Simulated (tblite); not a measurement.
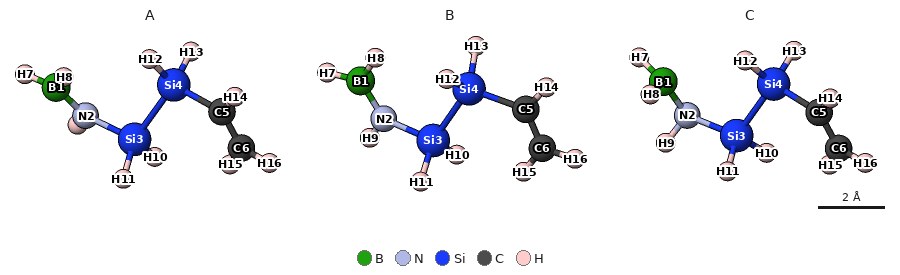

3 geometries from one relaxation of C2H10BNSi2, in shuffled order. A ball-and-stick model, seen at a tilt.

All numbers below come from tblite 0.8.0, GFN2-xTB geometry optimisation, gas phase. 

Put them in the order of the run, from the start to the converged end.

Answer. C, A, B. They are steps 0, 36, 174, at +159.7 kJ/mol, +4.30 kJ/mol relative to the last. H8 moves most after the best rigid fit: 1.43 Å. By element the largest moves are H 1.43 Å, Si 0.38 Å, N 0.30 Å, B 0.28 Å, C 0.24 Å. Among the contacts that change: B1–N2 1.535 → 1.390 Å, Si3–Si4 2.227 → 2.308 Å, Si4–C5 1.846 → 1.889 Å, N2–H9 1.052 → 1.010 Å. Among the angles between lasting bonds that change: B1–N2–Si3 112.9° → 130.9°, B1–N2–H9 104.9° → 115.9°, Si4–Si3–H11 106.2° → 115.4°. Groups turn about Si4–C5 by about 35°. After 174 geometry steps the energy has fallen by 159.7 kJ/mol.
